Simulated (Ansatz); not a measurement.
# Sn wire along [111], 62 atoms a period, H-terminated: bands by functional, part 2 of 2

Wanted: the relaxed geometry and the bands of the Sn wire along [111], 62 atoms a period, H-terminated.

Ansatz 0.2.0; DFT PBE, plane waves, PAW; relaxation of a wire's period; PAW set soft_1 (the session's first sound run).

So far. Step 2 (The relaxed wire): The cell's length comes to 11.508 Å with spin left out.

### Step 3. The wire at its relaxed period

This step: DFT PBE, plane waves, PAW; bands of a perfect wire; PAW set soft_1 (Ansatz 0.2.0).

At the relaxed period the bands are computed along the axis; those that cross an energy going forward count the channels that a perfect wire would open there.

The input, input.yaml:

```yaml
crystal:
  lattice:
    - [23.765, 0.0, 0.0]
    - [0.0, 23.674, 0.0]
    - [0.0, 0.0, 11.5082731865]
  atoms:
    - { symbol: Sn, position: [0.302884641, 0.500135675, 0.000241394] }
    - { symbol: Sn, position: [0.401316992, 0.671289111, 0.000240466] }
    - { symbol: Sn, position: [0.499989866, 0.499999648, 0.99997755] }
    - { symbol: Sn, position: [0.59866274, 0.671289111, 0.000240466] }
    - { symbol: Sn, position: [0.302884641, 0.499864325, 0.249758606] }
    - { symbol: Sn, position: [0.401316992, 0.328710889, 0.249759534] }
    - { symbol: Sn, position: [0.4015552, 0.671431814, 0.249759791] }
    - { symbol: Sn, position: [0.499989866, 0.500000352, 0.25002245] }
    - { symbol: Sn, position: [0.59866274, 0.328710889, 0.249759534] }
    - { symbol: Sn, position: [0.598424531, 0.671431814, 0.249759791] }
    - { symbol: Sn, position: [0.69709509, 0.499864325, 0.249758606] }
    - { symbol: H, position: [0.145660603, 0.48950724, 0.292441529] }
    - { symbol: H, position: [0.192993552, 0.382328703, 0.275383697] }
    - { symbol: H, position: [0.24497342, 0.29193372, 0.275386053] }
    - { symbol: H, position: [0.245232524, 0.647650317, 0.285874472] }
    - { symbol: H, position: [0.313782017, 0.197201966, 0.292438254] }
    - { symbol: H, position: [0.331873163, 0.813287019, 0.292421032] }
    - { symbol: H, position: [0.448007186, 0.82573219, 0.275366802] }
    - { symbol: H, position: [0.499989866, 0.204700304, 0.285886274] }
    - { symbol: H, position: [0.551972545, 0.82573219, 0.275366802] }
    - { symbol: H, position: [0.668106568, 0.813287019, 0.292421032] }
    - { symbol: H, position: [0.686197714, 0.197201966, 0.292438254] }
    - { symbol: H, position: [0.755006311, 0.29193372, 0.275386053] }
    - { symbol: H, position: [0.754747208, 0.647650317, 0.285874472] }
    - { symbol: H, position: [0.806986179, 0.382328703, 0.275383697] }
    - { symbol: H, position: [0.854319128, 0.48950724, 0.292441529] }
    - { symbol: Sn, position: [0.202707683, 0.448775554, 0.335078124] }
    - { symbol: Sn, position: [0.307156071, 0.267160669, 0.335084082] }
    - { symbol: Sn, position: [0.305213226, 0.612890462, 0.336206336] }
    - { symbol: Sn, position: [0.401117909, 0.442695878, 0.333305178] }
[... 68 atom lines left out ...]
    - { symbol: H, position: [0.754747208, 0.352349683, 0.964125528] }
    - { symbol: H, position: [0.806986179, 0.617671297, 0.974616303] }
    - { symbol: H, position: [0.854319128, 0.51049276, 0.957558471] }
    - { symbol: Sn, position: [0.4015552, 0.328568186, 0.000240209] }
    - { symbol: Sn, position: [0.598424531, 0.328568186, 0.000240209] }
    - { symbol: Sn, position: [0.69709509, 0.500135675, 0.000241394] }
kpoints:
  mp_grid: { grid: [1, 1, 7] }
  band_path: { path: ["Γ", Z], npoints: 90 }
scf:
  occupations: { method: fermi_dirac, width: 0.05 }
hamiltonian:
  xc: pbe
  pseudopotentials: { kind: paw, azcp: { folder: soft_1 } }
output:
  dos: { e_range: [-5, 4] }
  write_potential: true
  write_density: true
  volumetric_format: npy
```

Command:

```bash
> ansatz run input.yaml --threads 16 --pin off --max-ram 61440MiB --backend cuda --events-out ev --progress --plain --runs-dir out --max-vram 78GiB
```

Numbers of over 12 decimals in the logs are rounded to 6 here.

Log:

```text
[...]
Crystal: 104 atoms, lattice volume = 6474.700 Å³
Basis set: ecut = 420 eV, 126555 PW (Γ)
Bands: 559, of which v1, the nominal top of the filled ones, is band 455 counted from 1 (454 counted from 0)
Symmetry: 4 space group operations
[...]
k-points: 4 of 7
[...]
SCF iter   1: F=—  HF=-374166.578962 eV  |F-HF|=—  |Δ(HF+E_count)|=         —  Δρ=2.59e-2  dr2=4.62e1  ethr=3.10e-3  ⟨swp⟩=7.0  Hψ=10251  notcnv=0  defer=79
[...]
SCF iter   6: F=—  HF=-374154.279523 eV  |F-HF|=—  |Δ(HF+E_count)|=   1.70e-2  Δρ=2.49e-4  dr2=6.44e-3  ethr=4.12e-6  ⟨swp⟩=2.0  Hψ=2491  notcnv=0  defer=325
[...]
SCF iter  10: F=—  HF=-374154.287135 eV  |F-HF|=—  |Δ(HF+E_count)|=   2.84e-5  Δρ=6.12e-6  dr2=1.81e-5  ethr=1.96e-9  ⟨swp⟩=2.0  Hψ=2492  notcnv=0  defer=325
[...]
SCF iter  12: F=-374154.287137 eV  HF=-374154.287137 eV  |F-HF|=1.12e-7  |Δ(HF+E_count)|=   1.08e-6  Δρ=8.48e-7  dr2=8.66e-8  ethr=1.10e-11  ⟨swp⟩=14.0  Hψ=11213  notcnv=0
SCF 1 converged in 12 iterations: F = -374154.287137 eV  dr2 = 8.66e-8
[...]
NSCF: frozen V_eff on 91 k-points
[...]
SCF converged after 12 iterations
[...]
```

Elapsed: 41 s, on 1 × NVIDIA GB200 with 16 threads of Arm Neoverse V2, shared host; peak memory 6.4 GiB.

Reading the cycles: dr2 is the Hartree energy of the density residual (eV), the measure of convergence; HF is the Harris–Foulkes estimate of the energy, which meets the free energy F at convergence.

Numbers from this step:

```
energy at zero smearing : -374154.2870 eV
band gap                : 0.7195 eV
```

The electronic bands at the labelled points (eV, zero at the Fermi level; v1 is the highest filled band, c1 the lowest empty one):

```tsv
point	v4	v3	v2	v1	c1	c2	c3	c4
Γ	-0.87	-0.78	-0.78	-0.36	0.36	1.07	1.07	1.09
Z	-1.00	-1.00	-0.92	-0.92	0.68	0.69	0.69	0.99
```

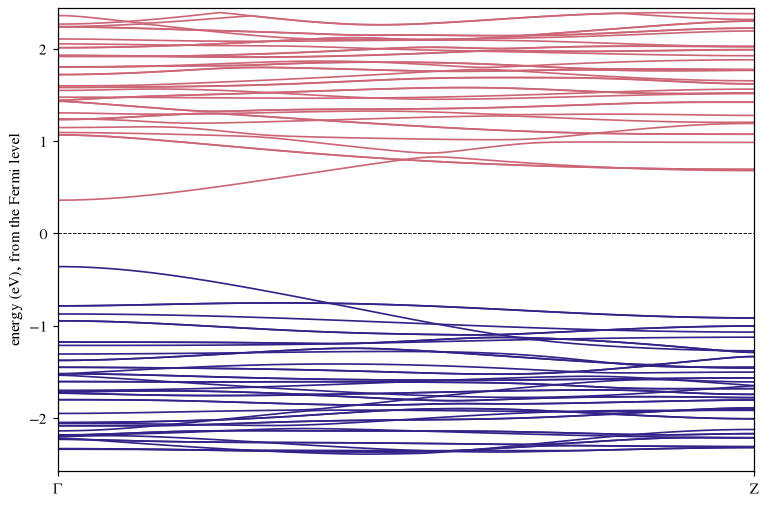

Electronic bands along the path; lines of filled and empty bands in two colours.

The gap is 0.719 eV, with spin left out.

On this path the gap is direct, 0.72 eV, with the valence top at Γ and the conduction bottom at Γ.

### Step 4. Levels at the same atoms, cutoff 500 eV, k-mesh 1×1×6

This step: DFT r2SCAN, plane waves, PAW; bands of a perfect wire at the PBE geometry; PAW set soft_1 (Ansatz 0.2.0).

The atoms stay at the PBE geometry and the functional changes. r2SCAN also reads the kinetic-energy density; it often gives larger moments and wider gaps than PBE, at a higher cost. Against the first PBE run of this kind, the cutoff is 500 eV against 420 and the mesh along the wire has 6 points against 7.

input.yaml: that of step 3 with these lines changed.

```diff
@@ -44,3 +44,3 @@
 kpoints:
-  mp_grid: { grid: [1, 1, 7] }
+  mp_grid: { grid: [1, 1, 6] }
   band_path: { path: ["Γ", Z], npoints: 90 }
@@ -49,8 +49,3 @@
 hamiltonian:
-  xc: pbe
+  xc: r2scan
   pseudopotentials: { kind: paw, azcp: { folder: soft_1 } }
-output:
-  dos: { e_range: [-5, 4] }
-  write_potential: true
-  write_density: true
-  volumetric_format: npy
```

Log:

```text
[...]
Crystal: 104 atoms, lattice volume = 6474.700 Å³
Basis set: ecut = 500 eV, 164297 PW (Γ), exchange–correlation on 720×720×360 points (64 copies of the dense FFT grid, shifted against one another)
Bands: 559, of which v1, the nominal top of the filled ones, is band 455 counted from 1 (454 counted from 0)
Symmetry: 4 space group operations
[...]
k-points: 4 of 6
[...]
SCF iter   1: F=—  HF=-375056.575897 eV  |F-HF|=—  |Δ(HF+E_count)|=         —  Δρ=2.49e-2  dr2=4.15e1  dr2_τ=3.35e-1  ethr=3.10e-3  ⟨swp⟩=7.5  Hψ=7138  notcnv=0  defer=188
[...]
SCF iter   6: F=—  HF=-375050.260067 eV  |F-HF|=—  |Δ(HF+E_count)|=   3.14e-2  Δρ=2.29e-4  dr2=4.14e-3  dr2_τ=8.04e-5  ethr=3.07e-6  ⟨swp⟩=2.0  Hψ=2538  notcnv=0  defer=343
[...]
SCF iter  11: F=—  HF=-375050.274674 eV  |F-HF|=—  |Δ(HF+E_count)|=   3.03e-6  Δρ=1.98e-6  dr2=1.80e-6  dr2_τ=7.82e-9  ethr=6.03e-10  ⟨swp⟩=2.0  Hψ=2440  notcnv=0  defer=343
[...]
SCF iter  13: F=-375050.274675 eV  HF=-375050.274675 eV  |F-HF|=2.15e-8  |Δ(HF+E_count)|=   2.34e-7  Δρ=2.77e-7  dr2=2.24e-8  dr2_τ=1.12e-10  ethr=1.10e-11  ⟨swp⟩=83.0  Hψ=12722  notcnv=0
SCF 1 converged in 13 iterations: F = -375050.274675 eV  dr2 = 2.24e-8
[...]
the band table was solved once the SCF had ended and its energy, with any forces and stress, was formed, with the checks that follow a solve (9605 applications of the Hamiltonian). They found nothing against the state; the energy, forces and stress were not computed again (output.eigenvalues in the input reference)
[...]
SCF converged after 13 iterations
[...]
```

The job ended after 78 s (1 × NVIDIA GB200 with 16 threads; peak memory 10 GiB; 4.9 min of CPU time).

This step gave:

* band gap: 1.000 eV

Electronic bands along the path, in eV, zero at the Fermi level; v1 is the highest filled band, c1 the lowest empty one:

```tsv
point	v4	v3	v2	v1	c1	c2	c3	c4
Γ	-1.05	-0.94	-0.94	-0.50	0.50	1.18	1.18	1.21
Z	-1.18	-1.18	-1.09	-1.09	0.77	0.78	0.78	1.11
```

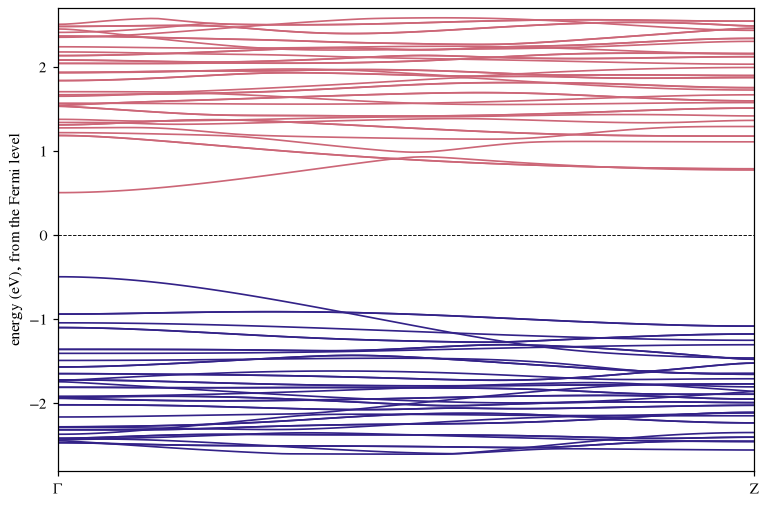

Electronic bands along the path; lines of filled and empty bands in two colours.

The gap is 1.00 eV, against 0.719 eV under PBE at the relaxed period.

### Step 5. Results

```yaml
cell_length_pbe: 11.51 Å
gap_pbe: 0.719 eV
gap_r2scan: 1.00 eV
```

What this shows: Under PBE the cell's length is 11.51 Å, and a gap of 0.72 eV makes it a semiconductor. At the relaxed period the wire is gapped under every functional, from 0.72 eV (PBE) to 1.00 eV (r2SCAN). Weak screening in one dimension makes quasiparticle gaps larger than the semilocal gaps, as a rule.

[Logs are printed without paths, hosts, clocks, repeated set-up lines and the standing remarks that a program may print on its own settings, such as how far it seeks lower states.]

[Hosts, paths, dates, database ids (printed as entryN), source tags and the programs' standing remarks are cut or masked in the printed files.]
